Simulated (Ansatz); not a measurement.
C3H8N2Si

```xyz
14

C     1.4099   -1.5513   -0.6248
N     0.7258   -0.6410   -0.0218
C    -0.0763   -0.9637    1.1737
N    -1.3172   -0.1710    1.2677
C    -1.4825    0.8676    0.5047
Si   -0.2955    1.6717   -0.8194
H     1.9712   -1.2818   -1.5274
H     1.4637   -2.6055   -0.2916
H    -0.3528   -2.0354    1.2263
H     0.5266   -0.7280    2.0714
H    -2.4333    1.4032    0.6572
H    -0.1256    0.9123   -2.1182
H    -1.0571    2.9468   -1.2025
H     1.0302    2.1466   -0.2666
```

These are results of RKS revPBE-D4/6-31G (Ansatz 0.2.0), not measurements.

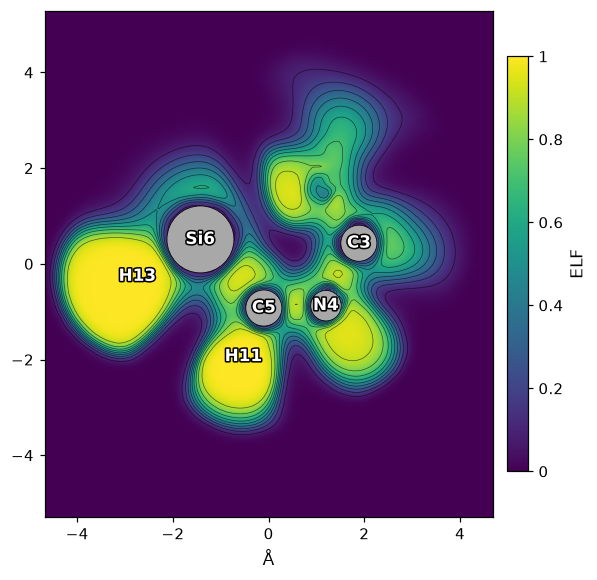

Figure 1. ELF on the plane of atoms N4, C5 and Si6. Grey discs cover the atomic cores.

Q: What does the map show?

A: The section cuts through C, N, Si and H sites. C–N (1.30 Å): the ELF peaks at about 0.90 between the atoms; a covalent bond. C–Si (1.95 Å): the ELF peaks at about 0.95 between the atoms (localised, covalent bonding). C–H (1.10 Å): the ELF climbs to about 1 towards the hydrogen, as it does in any bond to H; an ordinary covalent bond to hydrogen. C–N (1.48 Å): the ELF peaks at about 0.90 between the atoms (a covalent bond). Si–H (1.53 Å): the ELF climbs to about 1 towards the hydrogen. The ELF also peaks beside N4, away from the bonds: lone-pair regions.

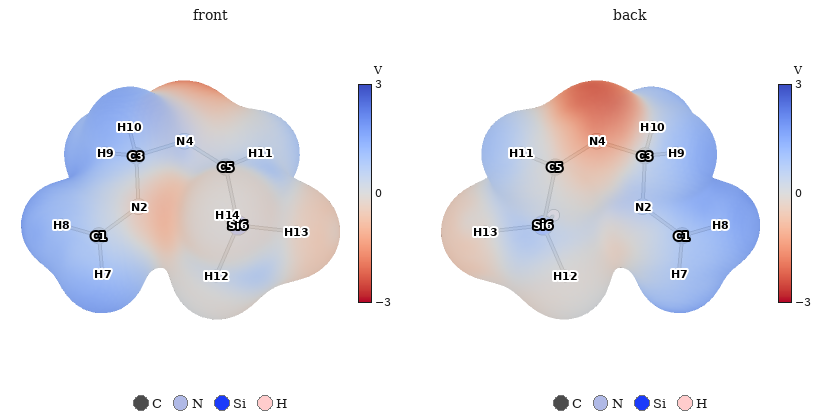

Figure 2. The electrostatic potential painted on the density surface at 0.004 e/bohr³, seen from the front and from behind; red is negative and blue positive.

Q: Describe the electrostatic potential map.

A: The most negative region (about −2.2 V) lies over N4, the most positive (about +1.6 V) over the C and H atoms. N4 is the likeliest acceptor of a hydrogen bond.

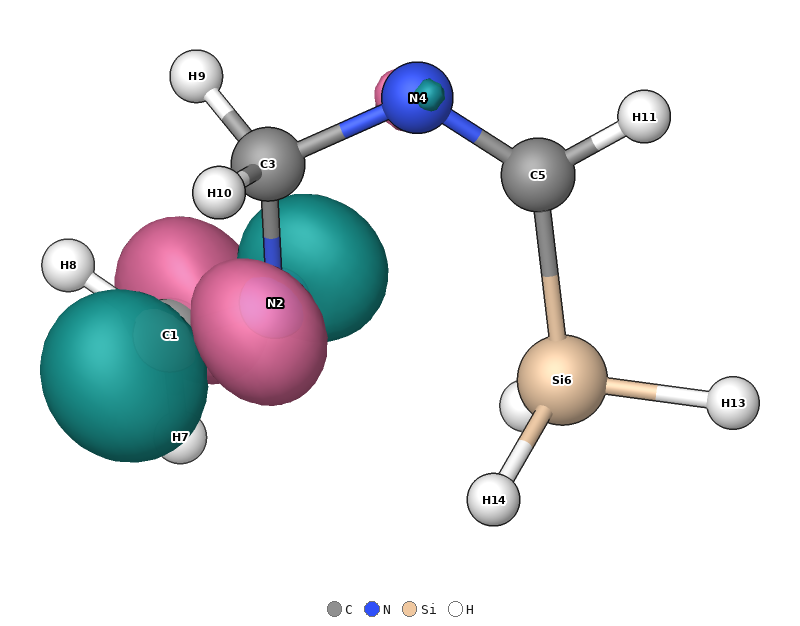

Figure 3. The LUMO at ±0.2 Å⁻³ᐟ² (teal and pink are the two phases), seen at a tilt.

Q: Describe this orbital and give its energy.

A: It lies mainly on C1 (about 45 %) and N2 (about 35 %); π-antibonding (π*) across C1–N2. Its energy is −2.03 eV.
